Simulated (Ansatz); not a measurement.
# BSiH4 (SMILES [BH][SiH3]) at UB2PLYP/STO-3G

What is the vertical doublet–quartet gap of BSiH4 at UB2PLYP/STO-3G? 

The calculation is run with Ansatz 0.2.0.

54 further runs of the same task are left out: 1 that didn't finish, 53 set aside as unsound or not needed.

## Step 1: The molecule

BSiH4 has 6 atoms, charge 0, and is taken as a doublet. As SMILES, `[BH][SiH3]`. The coordinates come from a GFN2-xTB relaxation.

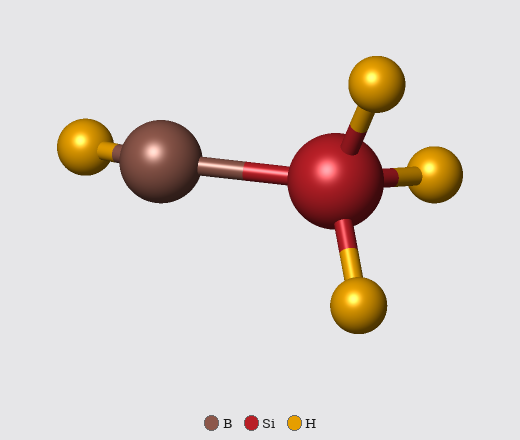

Viewed from a chosen angle; boron brown, silicon red, hydrogen amber.

## Step 2: A single-point energy at UB2PLYP/STO-3G

job.yaml

```yaml
crystal:
  periodic: [false, false, false]
  atoms:
    - symbol: B
      position_ang: [0.938510, -0.830080, 0.651420]
    - symbol: Si
      position_ang: [-0.268720, 0.378400, -0.198310]
    - symbol: H
      position_ang: [1.206890, -1.921260, 0.929580]
    - symbol: H
      position_ang: [-1.511470, -0.138420, -0.820190]
    - symbol: H
      position_ang: [0.392690, 1.102720, -1.300860]
    - symbol: H
      position_ang: [-0.757900, 1.408630, 0.738360]
basis:
  gaussian:
    orbitals: STO-3G
magnetization:
  spin_polarized: true
  initial_magnetization: 1
hamiltonian:
  xc: {name: B2PLYP}
correlation:
  frozen_orbitals: {B: 1, H: 0, Si: 5}
accuracy: high
```

On the command line:

```
$ ansatz run job.yaml --threads 1 --pin off --max-ram 2610MiB --events-out events.jsonl --progress --plain --runs-dir runs
```

Output:

```text
Warning: RAYON_NUM_THREADS=1 ignored (pool sized by the plan → 1); use --threads N
Functional definition: B2PLYP
  name "B2PLYP"
  parameter a = 0.53
  parameter c = 0.27
  exchange = (1 - a)*b88_x + a*exact_x
  correlation = (1 - c)*lyp_c + c*(mp2_os + mp2_ss)
311 factors; integrals over basis functions are off by at most 2.2e-8 eV
mean field evaluation 1: about -8508.6531 eV, gradient 8.0e0 eV
mean field evaluation 2: about -8508.6251 eV, gradient 8.0e0 eV
mean field evaluation 4: about -8509.3222 eV, gradient 6.3e-1 eV
mean field evaluation 8: about -8509.3288 eV, gradient 7.3e-3 eV
mean field evaluation 16: about -8509.3288 eV, gradient 4.4e-5 eV
mean field -8509.32876211 eV, -312.7120641774 hartree, gradient 6.1e-8 eV, S^2 0.753229; 2 other end points of the search recorded, 0 dependent functions left out
6 core orbitals not correlated: weight in the atoms' cores, before any rotation towards them, 0.999 or more for the frozen orbitals, at most 0.000 for the correlated occupied ones
reference -8509.32877995 eV, -312.7120648329 hartree; 6, 5 occupied and 6, 7 virtual orbitals, 311 factors
second order -2.14713943 eV of doubles, -0.00000000 eV of singles
Total energy: -8509.90850759 eV, -312.7333694310 hartree
```

It took 3.9 s on 1 thread of Intel Xeon Platinum 8259CL at 2.50GHz (Skylake/Cascade Lake), shared host; peak memory 0.15 GiB.

## Step 3: The quartet at the same level

input.yaml

```yaml
crystal:
  periodic: [false, false, false]
  atoms:
    - symbol: B
      position_ang: [0.938510, -0.830080, 0.651420]
    - symbol: Si
      position_ang: [-0.268720, 0.378400, -0.198310]
    - symbol: H
      position_ang: [1.206890, -1.921260, 0.929580]
    - symbol: H
      position_ang: [-1.511470, -0.138420, -0.820190]
    - symbol: H
      position_ang: [0.392690, 1.102720, -1.300860]
    - symbol: H
      position_ang: [-0.757900, 1.408630, 0.738360]
basis:
  gaussian:
    orbitals: STO-3G
magnetization:
  spin_polarized: true
  initial_magnetization: 3
hamiltonian:
  xc: {name: B2PLYP}
correlation:
  frozen_orbitals: {B: 1, H: 0, Si: 5}
accuracy: high
```

On the command line:

```
$ ansatz run input.yaml --threads 1 --pin off --max-ram 2610MiB --events-out events.jsonl --progress --plain --runs-dir runs
```

Output, shortened:

```text
Warning: RAYON_NUM_THREADS=1 ignored (pool sized by the plan → 1); use --threads N
[... 2 set-up lines as earlier in the session ...]
[...]
311 factors; integrals over basis functions are off by at most 2.2e-8 eV
[...]
mean field -8503.64946540 eV, -312.5033538729 hartree, gradient 8.8e-8 eV, S^2 3.754510; 0 other end points of the search recorded, 0 dependent functions left out
6 core orbitals not correlated: weight in the atoms' cores, before any rotation towards them, 0.999 or more for the frozen orbitals, at most 0.000 for the correlated occupied ones
reference -8503.64948316 eV, -312.5033545253 hartree; 7, 4 occupied and 5, 8 virtual orbitals, 311 factors
second order -2.02710609 eV of doubles, -0.00000000 eV of singles
Total energy: -8504.19680180 eV, -312.5234681145 hartree
```

Wall time 2.8 s (1 thread of Intel Xeon Platinum 8259CL at 2.50GHz (Skylake/Cascade Lake), shared host); peak memory 0.15 GiB.

## Step 4: What came out

At UB2PLYP/STO-3G, 6 core orbitals frozen:

```
                                        quantity          value
                           doublet: total energy  -312.73337 Eh
                                   doublet: ⟨S²⟩          0.753
                           quartet: total energy  -312.52347 Eh
                                   quartet: ⟨S²⟩          3.755
vertical energy of the quartet above the doublet       5.712 eV
```

**Reading.** At this shape the quartet lies 5.71 eV (132 kcal/mol) above the doublet. In a minimal basis such a difference can be off by several eV, whatever the method.
